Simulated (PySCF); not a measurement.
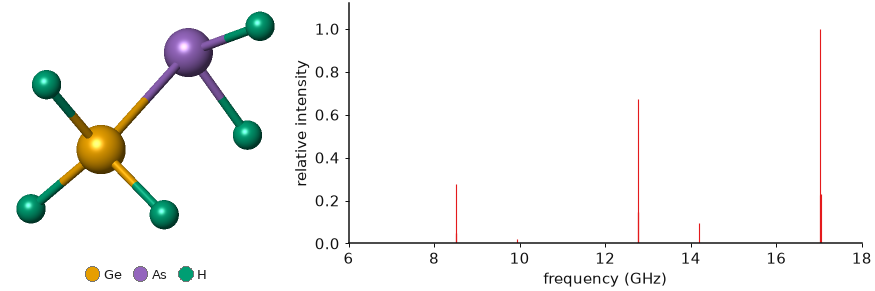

GeAsH₅, SMILES [GeH3][AsH2], singlet. Simulated rotational absorption lines between 6 and 18 GHz at 1.5 K: rigid rotor with the equilibrium constants and dipole of one optimised conformer (PBE0-D3(BJ)/def2-SVP, PySCF 2.14.0), commonest isotopes; no centrifugal distortion, hyperfine structure, internal rotation or nuclear-spin weights; lines within 1 MHz of each other are summed.

> What are the rotational constants, and what kind of rotor is it?

Rotational constants A, B, C = 46.10, 2.130, 2.128 GHz; Ray's κ = −1.00, a prolate symmetric top.

> Which dipole components drive the lines?

|μa|, |μb|, |μc| = 0.24, 0.00, 0.45 D; a-type lines carry 96 % of the intensity in this range.

Note: coarse grid, loose stop and no frequency check, small forces are noise and the end may be a saddle.
